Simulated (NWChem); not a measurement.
# C2H3Al (SMILES C#[C][AlH2]) at 4 levels

We compute a comparison of 4 runs (HF/STO-3G, HF/3-21G, B3LYP/6-31G*, M06-2X/def2-TZVP) of C2H3Al. 

The calculation is run with NWChem 7.3.0.

3 further runs of the same task are left out: 3 that didn't finish.

## (1) Starting point

C2H3Al has 6 atoms, charge 0, and is taken as a singlet. SMILES: `C#[C][AlH2]`. The coordinates come from a PBE0-D4/def2-TZVP relaxation.

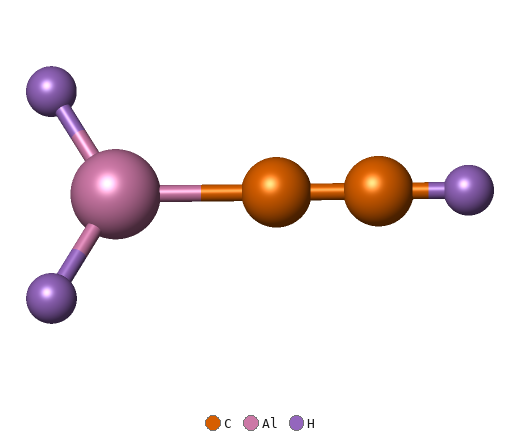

Viewed from a chosen angle; carbon orange, aluminium pink, hydrogen purple.

## (2) Energy and forces at HF/STO-3G (run 1)

Contents of run.py:

```python
from ase import Atoms
from ase.calculators.nwchem import NWChem

molecule = Atoms('CCAlHHH', positions=[
    [-0.792800, -1.637600, -0.298100],
    [-0.266100, -0.564200, -0.106200],
    [0.564800, 1.124200, 0.195000],
    [-1.257000, -2.583100, -0.467400],
    [1.356700, 1.804700, -0.990500],
    [0.436600, 1.792000, 1.621000],
])

calc = NWChem(
    label='c2h3al',
    theory='scf',
    memory='2200 mb',
    basis='STO-3G',
    basispar='spherical bse',
    scf={'nopen': '0', 'rhf': None, 'thresh': '1e-08', 'maxiter': '80'},
)
molecule.calc = calc

forces = molecule.get_forces()
print(f"energy = {molecule.get_potential_energy():.6f} eV")
print("forces (eV/A):")
for s, f in zip(molecule.symbols, forces):
    print(f"{s:2s} {f[0]:10.5f} {f[1]:10.5f} {f[2]:10.5f}")
print("dipole (e A):", molecule.get_dipole_moment().round(4))
```

Run with:

```sh
export ASE_NWCHEM_COMMAND="nwchem PREFIX.nwi > PREFIX.nwo"
python run.py
```

Standard output:

```text
energy = -8584.667239 eV
forces (eV/A):
C     2.04768    4.17686    0.74583
C    -1.60437   -3.27800   -0.58673
Al    0.55366    1.12738    0.20265
H     0.02360    0.04787    0.00941
H    -1.20235   -1.04623    1.77920
H     0.18178   -1.02782   -2.15037
dipole (e A): [0.0702 0.1426 0.0254]
```

The calculator wrote c2h3al.nwi:

```
title "c2h3al"

permanent_dir c2h3al

scratch_dir c2h3al

start c2h3al

geometry units angstrom nocenter noautosym noautoz
  C  -7.9279999999999995e-01 -1.6375999999999999e+00 -2.9809999999999998e-01
  C  -2.6610000000000000e-01 -5.6420000000000003e-01 -1.0620000000000000e-01
  Al 5.6479999999999997e-01 1.1242000000000001e+00 1.9500000000000001e-01
  H  -1.2569999999999999e+00 -2.5831000000000000e+00 -4.6739999999999998e-01
  H  1.3567000000000000e+00 1.8047000000000000e+00 -9.9050000000000005e-01
  H  4.3659999999999999e-01 1.7920000000000000e+00 1.6210000000000000e+00
end

memory 2200 mb

basis spherical bse noprint
   * library STO-3G
end

scf
  nopen 0
  rhf
  thresh 1e-08
  maxiter 80
end

task scf gradient
```

c2h3al.nwo, cut to the lines that bear on the results:

```text
[...]
      One-electron energy =   -576.292883791992
[... 1 line left out ...]
 Nuclear repulsion energy =     69.410467210449
[... 30 lines left out ...]
                       ROHF Final Molecular Orbital Analysis
[... 186 lines left out ...]
                              NWChem Gradients Module
[...]
  wavefunction    =   RHF
                         RHF ENERGY GRADIENTS
    atom               coordinates                        gradient
                 x          y          z           x          y          z
   1 C      -1.498175  -3.094615  -0.563327   -0.039821  -0.081227  -0.014504
   2 C      -0.502856  -1.066183  -0.200689    0.031200   0.063747   0.011410
   3 Al      1.067317   2.124430   0.368497   -0.010767  -0.021924  -0.003941
   4 H      -2.375386  -4.881351  -0.883258   -0.000459  -0.000931  -0.000183
   5 H       2.563791   3.410388  -1.871774    0.023382   0.020346  -0.034600
   6 H       0.825054   3.386389   3.063246   -0.003535   0.019988   0.041818
[...]
```

Wall time 2.2 s (1 thread of Intel Xeon Platinum 8259CL at 2.50GHz (Skylake/Cascade Lake), shared host); peak memory 0.1 GiB.

## (3) Energy and gradient at HF/3-21G (run 2)

Contents of run.py:

```python
from ase import Atoms
from ase.calculators.nwchem import NWChem

system = Atoms(['C', 'C', 'Al', 'H', 'H', 'H'], positions=[
    [-0.792800, -1.637600, -0.298100],
    [-0.266100, -0.564200, -0.106200],
    [0.564800, 1.124200, 0.195000],
    [-1.257000, -2.583100, -0.467400],
    [1.356700, 1.804700, -0.990500],
    [0.436600, 1.792000, 1.621000],
])

calc = NWChem(
    label='c2h3al',
    theory='scf',
    memory='2200 mb',
    basis='3-21G',
    basispar='spherical bse',
    scf={'nopen': '0', 'rhf': None, 'thresh': '1e-08', 'maxiter': '80'},
)
system.calc = calc

forces = system.get_forces()
e = system.get_potential_energy()
print(f"E = {e:.6f} eV")
print("forces (eV/A):")
for s, f in zip(system.symbols, forces):
    print(f"{s:2s} {f[0]:10.5f} {f[1]:10.5f} {f[2]:10.5f}")
print("dipole (e A):", system.get_dipole_moment().round(4))
```

Run with:

```sh
export ASE_NWCHEM_COMMAND="nwchem PREFIX.nwi > PREFIX.nwo"
python run.py
```

Standard output:

```text
E = -8641.673549 eV
forces (eV/A):
C     0.23366    0.48141    0.08510
C    -0.74691   -1.52682   -0.27290
Al    0.14192    0.29136    0.05332
H     0.25680    0.52214    0.09421
H     0.11534    0.11709   -0.14419
H    -0.00077    0.11483    0.18445
dipole (e A): [-0.0541 -0.1107 -0.02  ]
```

The calculator wrote c2h3al.nwi:

```
title "c2h3al"

permanent_dir c2h3al

scratch_dir c2h3al

start c2h3al

geometry units angstrom nocenter noautosym noautoz
  C  -7.9279999999999995e-01 -1.6375999999999999e+00 -2.9809999999999998e-01
  C  -2.6610000000000000e-01 -5.6420000000000003e-01 -1.0620000000000000e-01
  Al 5.6479999999999997e-01 1.1242000000000001e+00 1.9500000000000001e-01
  H  -1.2569999999999999e+00 -2.5831000000000000e+00 -4.6739999999999998e-01
  H  1.3567000000000000e+00 1.8047000000000000e+00 -9.9050000000000005e-01
  H  4.3659999999999999e-01 1.7920000000000000e+00 1.6210000000000000e+00
end

memory 2200 mb

basis spherical bse noprint
   * library 3-21G
end

scf
  nopen 0
  rhf
  thresh 1e-08
  maxiter 80
end

task scf gradient
```

c2h3al.nwo, cut to the lines that bear on the results:

```text
[...]
      One-electron energy =   -576.114751062015
[... 1 line left out ...]
 Nuclear repulsion energy =     69.410467210449
[... 32 lines left out ...]
                       ROHF Final Molecular Orbital Analysis
[... 211 lines left out ...]
                              NWChem Gradients Module
[...]
  wavefunction    =   RHF
                         RHF ENERGY GRADIENTS
    atom               coordinates                        gradient
                 x          y          z           x          y          z
   1 C      -1.498175  -3.094615  -0.563327   -0.004544  -0.009362  -0.001655
   2 C      -0.502856  -1.066183  -0.200689    0.014525   0.029692   0.005307
   3 Al      1.067317   2.124430   0.368497   -0.002760  -0.005666  -0.001037
   4 H      -2.375386  -4.881351  -0.883258   -0.004994  -0.010154  -0.001832
   5 H       2.563791   3.410388  -1.871774   -0.002243  -0.002277   0.002804
   6 H       0.825054   3.386389   3.063246    0.000015  -0.002233  -0.003587
[...]
```

It took 2.6 s on 1 thread of Intel Xeon Platinum 8259CL at 2.50GHz (Skylake/Cascade Lake), shared host; peak memory 0.099 GiB.

Run 3 isn't shown in full; the table further down has it.

## (4) Energy and gradient at M06-2X/def2-TZVP (run 4)

Contents of input.nw:

```
start input
title "C2H3Al"
memory 2200 mb
geometry units atomic noautosym nocenter noautoz
C  -1.49817487 -3.09461550 -0.56332736
C  -0.50285612 -1.06618348 -0.20068891
Al  1.06731732  2.12443011  0.36849659
H  -2.37538574 -4.88135155 -0.88325799
H   2.56379143  3.41038874 -1.87177373
H   0.82505443  3.38638922  3.06324605
end
basis spherical bse
* library def2-TZVP
end
dft
xc m06-2x
grid fine
convergence energy 1e-08
iterations 100
mulliken
end
task dft gradient
```

Run with:

```sh
nwchem input.nw > input.out
```

Standard output:

```text
[...]
          Wavefunction type:  closed shell.
          No. of atoms     :     6
          No. of electrons :    28
[...]
          Charge           :     0
          Spin multiplicity:     1
[...]
          AO basis - number of functions:   117
[...]
              XC Information
              --------------
                       M06-2X Method XC Functional
                     Hartree-Fock (Exact) Exchange  0.540
                        M06-2X Exchange Functional  1.000
                      M06-2X Correlation Potential  1.000
[...]
 d= 0,ls=0.0,diis     1   -320.3090023298 -3.90D+02  6.75D-03  4.35D-01     4.9
[...]
 d= 0,ls=0.0,diis     8   -320.3465483837  1.63D-09  1.49D-06  1.04D-07    33.3
         Total DFT energy =     -320.346548383728
      One electron energy =     -578.785398559030
           Coulomb energy =      219.525171754680
    Exchange-Corr. energy =      -30.496783784913
 Nuclear repulsion energy =       69.410462205534
[...]
      Total Density - Mulliken Population Analysis
     ---------------------------------------------
    Atom       Charge   Shell Charges
 -----------   ------   -------------------------------------------------------
    1 C    6     6.06   0.86  1.12  0.57  0.42  0.07  1.26  1.31  0.45  0.01 -0.02  0.01
    2 C    6     6.35   0.86  1.12  0.55  0.81  0.27  1.24  1.13  0.34  0.01  0.03  0.01
    3 Al  13    12.59   2.00  0.63  1.34  0.88  0.23  2.95  2.20  0.89  0.98  0.25  0.12  0.10  0.03
    4 H    1     0.80   0.27  0.46  0.05  0.02
    5 H    1     1.10   0.24  0.53  0.33  0.00
    6 H    1     1.10   0.24  0.53  0.33  0.00
[...]
  wavefunction    = closed shell
                         DFT ENERGY GRADIENTS
    atom               coordinates                        gradient
                 x          y          z           x          y          z
   1 C      -1.498175  -3.094616  -0.563327   -0.002288  -0.004706  -0.000829
   2 C      -0.502856  -1.066183  -0.200689    0.002778   0.005713   0.001023
   3 Al      1.067317   2.124430   0.368497   -0.001558  -0.003192  -0.000591
   4 H      -2.375386  -4.881352  -0.883258   -0.000272  -0.000547  -0.000109
   5 H       2.563791   3.410389  -1.871774    0.001589   0.001374  -0.002364
   6 H       0.825054   3.386389   3.063246   -0.000249   0.001359   0.002869
[...]
```

It took 50 s on 1 thread of Intel Xeon Platinum 8259CL at 2.50GHz (Skylake/Cascade Lake), shared host; peak memory 0.13 GiB.

## (5) The series

```
run                               level  Cartesian functions  iteration cap  energy (Eh)  dipole moment (D)  HOMO energy (eV)  LUMO energy (eV)  wall time
  1                           HF/STO-3G                   no             80  -315.480705               0.77             -8.05              7.66      2.2 s
  2                            HF/3-21G                   no             80  -317.575648               0.60            -10.61              0.98      2.6 s
  3  B3LYP/6-31G* (Cartesian functions)                  yes            100  -320.373165                  –                 –                 –       23 s
  4                    M06-2X/def2-TZVP                   no            100  -320.346548               0.48             -9.25             -1.28       50 s
```

## (6) What came out

```
                       quantity          value
            run 4: total energy  -320.34655 Eh
           run 4: dipole moment         0.48 D
             run 4: HOMO energy       -9.25 eV
             run 4: LUMO energy       -1.28 eV
           run 4: HOMO–LUMO gap        7.96 eV
run 4: largest force on an atom     0.331 eV/Å
```

**Reading.** Over runs 1, 2, 4 the dipole moment (its size) runs from 0.48 D (M06-2X/def2-TZVP) to 0.77 D (HF/STO-3G). The two ends differ in method and basis. The two dipoles point in opposite directions. Over runs 1, 2, 4 the HOMO–LUMO gap runs from 7.96 eV (M06-2X/def2-TZVP) to 15.72 eV (HF/STO-3G). Totals of different functionals can't be ranked against each other. In run 1 the basis is minimal, so the values are rough. All runs together took 78 s, the longest 50 s.
